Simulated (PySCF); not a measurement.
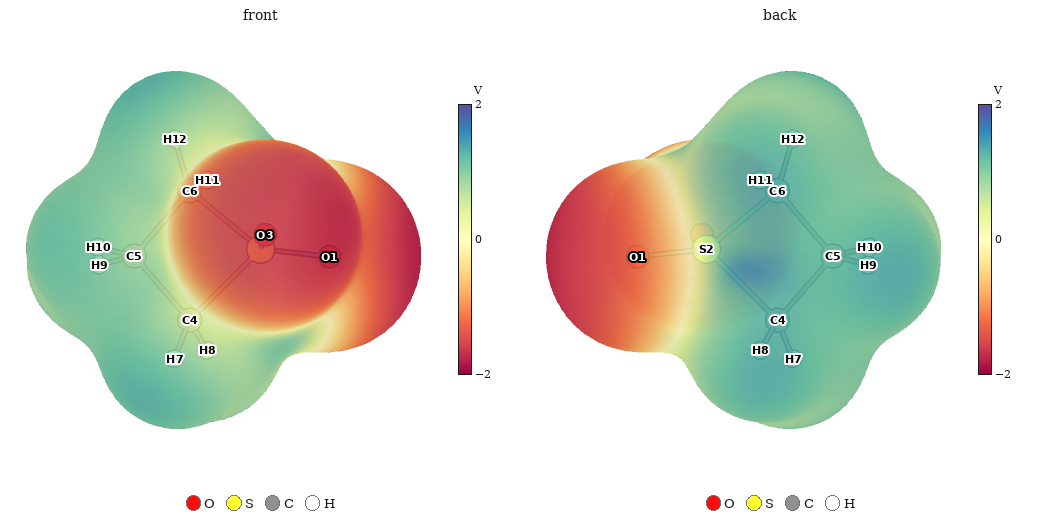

C3H6O2S (SMILES O=S1(=O)CCC1). The molecular electrostatic potential painted on the density surface at 0.002 e/bohr³, seen from the front and from behind; red is negative and blue positive.

Geometry: GFN2-xTB.

Method: PBE0/pcSseg-1, SCF density, gas phase, non-relativistic (PySCF 2.14.0).

```yaml
atoms:
  - { symbol: O, position_ang: [1.9836, 0.4362, 1.3138] }
  - { symbol: S, position_ang: [1.2627, -0.0747, 0.1836] }
  - { symbol: O, position_ang: [2.0081, -0.7386, -0.8451] }
  - { symbol: C, position_ang: [0.0076, 1.0772, -0.4903] }
  - { symbol: C, position_ang: [-1.0283, -0.0406, -0.3518] }
  - { symbol: C, position_ang: [-0.2811, -0.9613, 0.6157] }
  - { symbol: H, position_ang: [0.1822, 1.4451, -1.4943] }
  - { symbol: H, position_ang: [-0.1348, 1.8969, 0.2049] }
  - { symbol: H, position_ang: [-1.9934, 0.2994, 0.0227] }
  - { symbol: H, position_ang: [-1.1789, -0.5386, -1.3084] }
  - { symbol: H, position_ang: [-0.5146, -0.7842, 1.6597] }
  - { symbol: H, position_ang: [-0.3084, -2.0196, 0.3854] }
```

### Describe the electrostatic potential map.

The most negative region (about −1.8 V, or −42 kcal/mol for a unit charge) lies over O1 and O3, the most positive (about +1.4 V, or +32 kcal/mol for a unit charge) over S2, C4, C5 and C6.

### What dipole moment does the calculation give?

Its dipole moment is 4.91 D.
